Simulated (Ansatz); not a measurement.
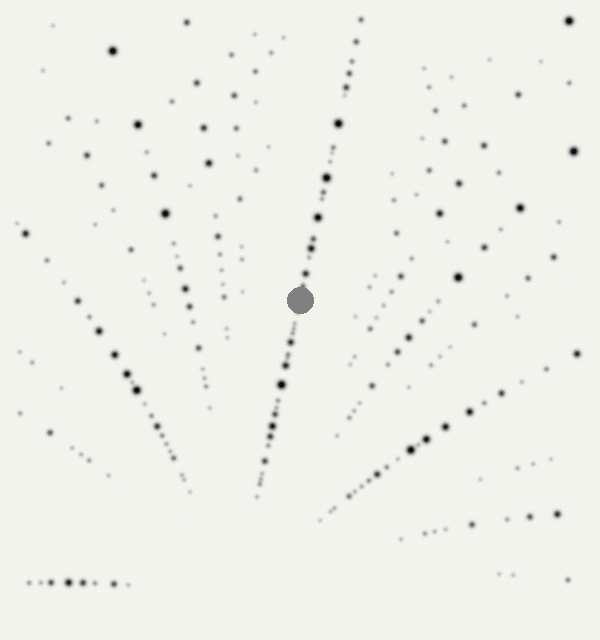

Simulated back-reflection Laue pattern (white X-rays, 0.45 to 2.2 Å, flat plate covering ±45° about the beam, kinematic intensities, seen from the source).

What symmetry does the pattern show?

m: one mirror line.

The crystal is CaLuBi₂O₄, space group P4/mmm (No. 123), a = 3.801 Å, c = 9.025 Å. Structure: coordinates from a relaxation (final pressure about 10 GPa) with DFT, PAW plane waves, pbe (Ansatz 0.2.0); the starting structure was generated, so it need not be a known form of this composition.

The direction [101] points towards the source.
